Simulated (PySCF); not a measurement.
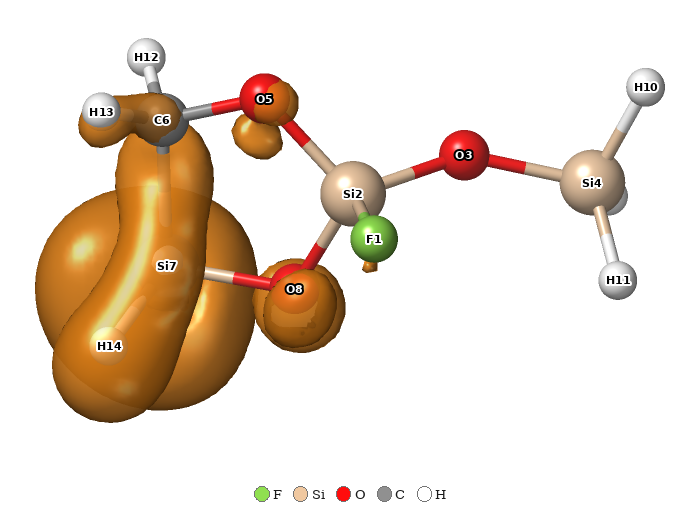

*CH6FO3Si3 (doublet). Isosurfaces of the spin density at +0.015 (orange) and −0.015 e/Å³ (purple), seen across its widest extent.*

Geometry: GFN2-xTB.

Computed with PySCF, UKS B3LYP, pcH-1 on C F H O Si, non-relativistic, mean-field spin-orbit, GIAO.

```yaml
atoms:
  - { symbol: F, position_ang: [0.0606, 2.0182, 0.7023] }
  - { symbol: Si, position_ang: [0.0454, 0.4365, 0.4568] }
  - { symbol: O, position_ang: [-1.4312, -0.1083, 0.6713] }
  - { symbol: Si, position_ang: [-3.0129, 0.1917, 0.4191] }
  - { symbol: O, position_ang: [1.1087, -0.2910, 1.4263] }
  - { symbol: C, position_ang: [2.2627, -0.8580, 0.8289] }
  - { symbol: Si, position_ang: [2.1138, -0.5463, -1.0783] }
  - { symbol: O, position_ang: [0.6294, 0.1696, -1.0294] }
  - { symbol: H, position_ang: [-3.4612, -0.9261, -0.4083] }
  - { symbol: H, position_ang: [-3.5845, 0.1947, 1.7623] }
  - { symbol: H, position_ang: [-3.1678, 1.4777, -0.2554] }
  - { symbol: H, position_ang: [2.3101, -1.9082, 1.1295] }
  - { symbol: H, position_ang: [3.1417, -0.3535, 1.2438] }
  - { symbol: H, position_ang: [2.9845, 0.5024, -1.6110] }
```

Which atoms carry the spin?

Answer. The unpaired spin (1 electron) lies mostly on Si7 (about 0.8) and H14 (about 0.1), in electrons by Hirshfeld's partition. Only one sign reaches the isovalue.
